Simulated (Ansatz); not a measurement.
# Calculations on ZrH$_{2}$OBrCl$_{3}$

## 1. Relaxation

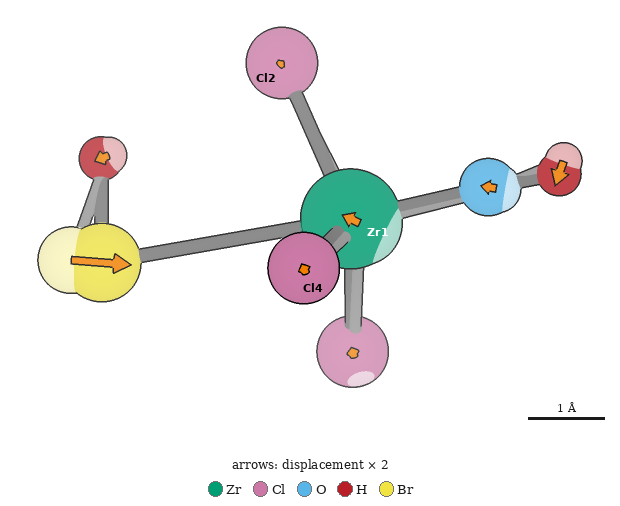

A relaxation of ZrH2OBrCl3. The starting structure is drawn faded, the final one solid; orange arrows show the displacements, 2 times their true length. The two geometries are superimposed by the best rigid fit.

The picture is a ball-and-stick view, seen at a tilt.

The run prepares an end point of a later path (reaction) calculation, from a guessed geometry.

All numbers below come from RKS revPBE-D4/def2-SVP (Ansatz).

Input file:
```yaml
crystal:
  periodic: [false, false, false]
  atoms:
    - { symbol: Zr, position_ang: [-0.054714, -0.134056, 0.060642] }
    - { symbol: Cl, position_ang: [-0.011219, -0.145479, 2.547088] }
    - { symbol: Cl, position_ang: [2.059734, -0.388538, -0.941261] }
    - { symbol: Cl, position_ang: [-1.255472, 1.67366, -0.846942] }
    - { symbol: O, position_ang: [-1.041024, -1.679991, -0.383603] }
    - { symbol: H, position_ang: [-1.630045, -2.444021, -0.498007] }
    - { symbol: Br, position_ang: [1.865502, 2.967291, 1.434395] }
    - { symbol: H, position_ang: [1.303338, 2.060133, 2.498689] }
basis:
  gaussian: { orbitals: def2-SVP }
hamiltonian:
  xc: revpbe
  dispersion: d4
relax:
  f_tol: 0.03
  max_steps: 50
```

Run as
```bash
ansatz run input.yaml --threads 4 --pin off --max-ram 5120MiB --backend cpu --events-out ev --progress --plain --runs-dir out
```

Q: Atoms of which element are displaced furthest, and by how much?

A: Bromine: up to 0.41 Å, against 0.18 Å for hydrogen.

Q: Describe the change and its energy.

A: The largest move after the best rigid fit is that of Br7, 0.41 Å. Largest moves by element: Br 0.41 Å, H 0.18 Å, Zr 0.14 Å, O 0.11 Å, Cl 0.08 Å. Near-neighbour distances that change, for instance: Zr1–Br7 3.898 → 3.382 Å, Zr1–Cl2 2.487 → 2.391 Å, Br7–H8 1.507 → 1.441 Å, Zr1–Cl3 2.354 → 2.366 Å. Bond angles that change, for instance: Zr1–O5–H6 171.5° → 176.8°, Cl3–Zr1–O5 106.3° → 102.9°, Cl2–Zr1–Cl4 113.5° → 115.8°. Over 8 accepted moves (11 points after the start) the energy falls by 0.125 eV. The largest force component goes from 1 to 0.0095 eV/Å. The line search rejected the trial steps at points 6, 9, 10 of the run. The run took 26 s on 4 threads of Arm Neoverse V2, with other jobs on the host, peak memory 0.23 GiB.

Limits of the set-up: the start holds two separate molecules, 2.6 Å apart at their closest, whose relative position is a soft coordinate.

## 2. Relaxation

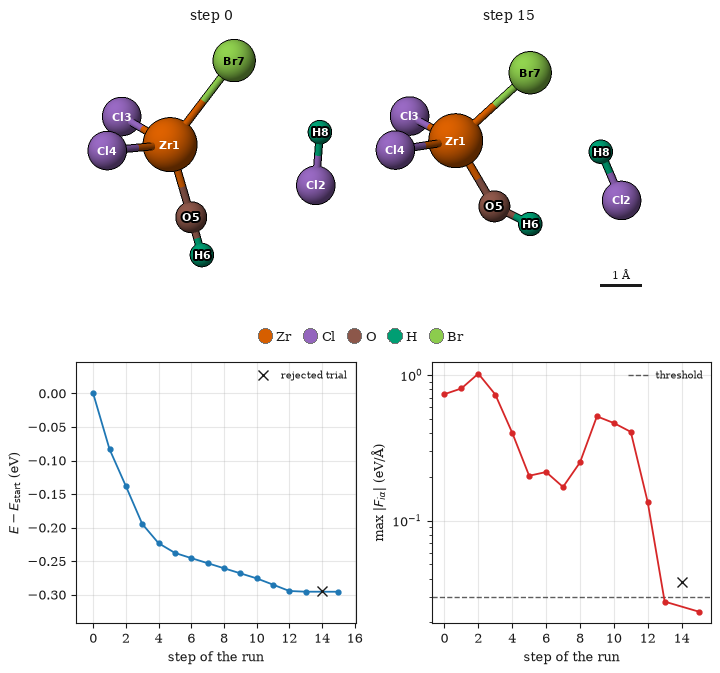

First and last geometry of a relaxation of ZrH$_{2}$OBrCl$_{3}$, with the history of the run. The picture is a ball-and-stick view, seen from a free direction.

The run prepares an end point of a later path (reaction) calculation, from a guessed geometry.

All numbers below come from RKS revPBE-D4/def2-SVP (Ansatz 0.2.0).

The input:
```yaml
crystal:
  periodic: [false, false, false]
  atoms:
    - { symbol: Zr, position_ang: [0.319011, 0.48015, -0.452902] }
    - { symbol: Cl, position_ang: [-0.166862, -0.253026, 3.164406] }
    - { symbol: Cl, position_ang: [2.020651, -0.281537, -1.870291] }
    - { symbol: Cl, position_ang: [-1.19402, 1.671657, -1.784619] }
    - { symbol: O, position_ang: [-0.6105, -1.07625, 0.090835] }
    - { symbol: H, position_ang: [-1.171794, -1.811478, 0.375921] }
    - { symbol: Br, position_ang: [1.47469, 2.317327, 1.102274] }
    - { symbol: H, position_ang: [0.564925, 0.862157, 3.245377] }
basis:
  gaussian: { orbitals: def2-SVP }
hamiltonian:
  xc: revpbe
  dispersion: d4
relax:
  f_tol: 0.03
  max_steps: 50
output:
  orbitals: {}
```

Launched with:
```bash
ansatz run input.yaml --threads 4 --pin off --max-ram 5120MiB --backend cpu --events-out ev --progress --plain --runs-dir out
```

### Read the history and describe the run.

It converged. The atom that moves furthest after the best rigid fit is H6 (1.10 Å). Largest moves by element: H 1.10 Å, Cl 0.43 Å, O 0.32 Å, Br 0.31 Å, Zr 0.30 Å. Some distances before and after: Zr1–Br7 2.670 → 2.537 Å, Cl2–H8 1.336 → 1.311 Å, Zr1–Cl3 2.342 → 2.358 Å, O5–H6 0.968 → 0.981 Å. Among the angles between lasting bonds that change: Zr1–O5–H6 173.8° → 145.4°, O5–Zr1–Br7 127.7° → 103.2°, Cl3–Zr1–Br7 105.2° → 111.0°. After 14 accepted moves (15 points after the start) the energy has fallen by 0.295 eV. The largest force component goes from 0.74 to 0.024 eV/Å. The line search rejected the trial step at point 14 of the run.

| step | E − E(0), eV | largest force component, eV/Å | note |
| --- | --- | --- | --- |
| 0 | 0.0000 | 0.7403 |  |
| 1 | -0.0831 | 0.8103 |  |
| 2 | -0.1381 | 1.0245 |  |
| 3 | -0.1944 | 0.7363 |  |
| 4 | -0.2232 | 0.4020 |  |
| 5 | -0.2376 | 0.2034 |  |
| 6 | -0.2454 | 0.2158 |  |
| 7 | -0.2529 | 0.1704 |  |
| 8 | -0.2605 | 0.2511 |  |
| 9 | -0.2680 | 0.5211 |  |
| 10 | -0.2755 | 0.4687 |  |
| 11 | -0.2848 | 0.4075 |  |
| 12 | -0.2943 | 0.1340 |  |
| 13 | -0.2954 | 0.0277 |  |
| 14 | -0.2949 | 0.0379 | rejected |
| 15 | -0.2955 | 0.0237 |  |

Limits of the set-up: the start holds two separate molecules, 2.7 Å apart at their closest, whose relative position is a soft coordinate.

## 3. Path

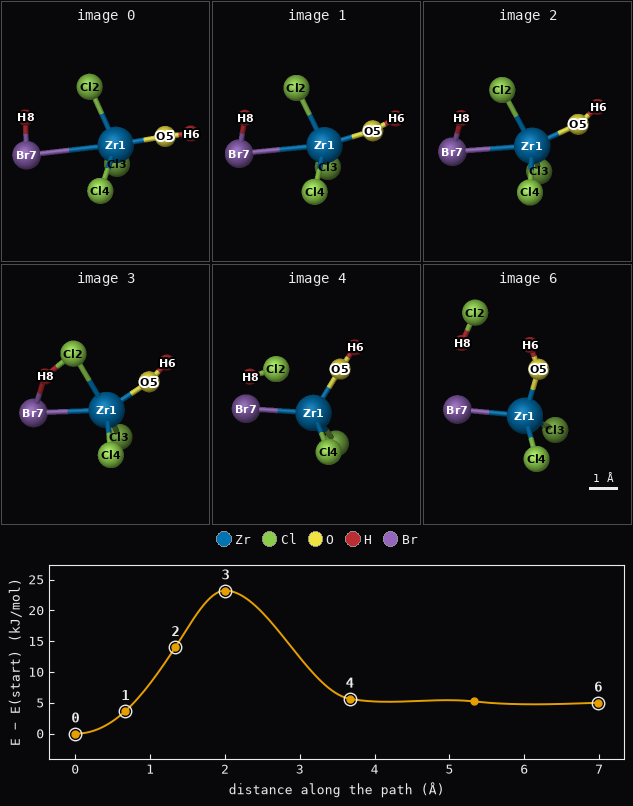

A search for the minimum-energy path of ZrH$_{2}$OBrCl$_{3}$ by the nudged elastic band. Images are numbered from 0 (start) to 6 (end). The picture is a ball-and-stick view, seen at a tilt.

Computed with RKS revPBE-D4/def2-SVP in Ansatz 0.2.0. Run with 5 movable images; climbing image; force threshold 0.03 eV/Å; iteration limit 60; starting path through a guess of the saddle point.

Question: Read off the barrier and say what moves.

Answer: The highest point, image 3, lies 23.2 kJ/mol above the start and 18.2 kJ/mol above the end; the end is at +5.0 kJ/mol relative to the start. Breaking: Br7–H8 (1.44 → 1.76 at the top → 2.61 Å), Zr1–Cl2 (2.39 → 2.67 at the top → 4.34 Å). Forming: Cl2–H8 (2.72 → 1.53 at the top → 1.31 Å). The band converged in 33 iterations. The largest component of the band force went from 11 to 0.019 eV/Å. The climbing image converged on the top of the path. Its vibrational analysis gives one imaginary mode (89i cm⁻¹), as a transition state must have.

The run took 5.3 min on 4 threads of Arm Neoverse V2 (shared host), peak memory 0.24 GiB.
